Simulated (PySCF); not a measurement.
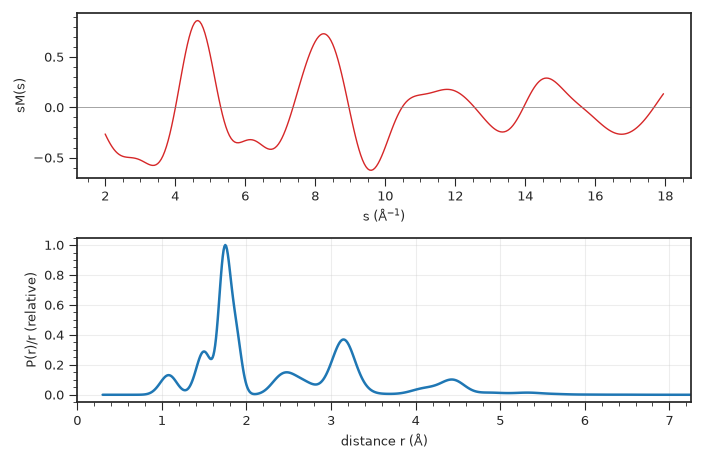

Simulated gas electron diffraction: reduced molecular intensity sM(s) from the Debye equation in the first Born approximation (top) and the radial distribution curve (bottom) of CH₉NSi₂. Each pair of atoms contributes with weight ZᵢZⱼ/r; damping constant 0.001 Å²; vibrational amplitudes assumed, not computed: 0.05 Å for bonds, 0.078 Å for bonds to H, 0.06 + 0.015 r up to 0.15 Å for other pairs. The geometry is the end point of an optimisation (PBE0-D3(BJ)/def2-SVP geometry optimisation, gas phase (PySCF 2.14.0, density-fitted response routines)); it may be a saddle point or a higher isomer. SMILES: C[SiH2]N[SiH3].

> Which pairs of atoms lie under the first 6 clear peaks? Mark bonded pairs by – and others by ···.

Peak 1, 1.08 Å: N–H 1.02 Å, C–H 1.10 Å (×3), not resolved
Peak 2, 1.50 Å: Si–H 1.49–1.50 Å (×5)
Peak 3, 1.75 Å: Si–N 1.74–1.75 Å (×2), Si–C 1.88 Å, not resolved
Peak 4, 2.48 Å: Si···H 2.36–2.49 Å (×5), N···H 2.60–2.71 Å (×5), not resolved; in its flanks C···H 2.75–2.77 Å
Peak 5, 3.15 Å: N···C 3.01 Å, Si···Si 3.15 Å, Si···H 3.28–3.32 Å (×2), not resolved
Peak 6, 4.43 Å: Si···H 4.23–4.37 Å (×2), Si···C 4.45 Å, not resolved; in its flanks Si···H 4.06–4.87 Å
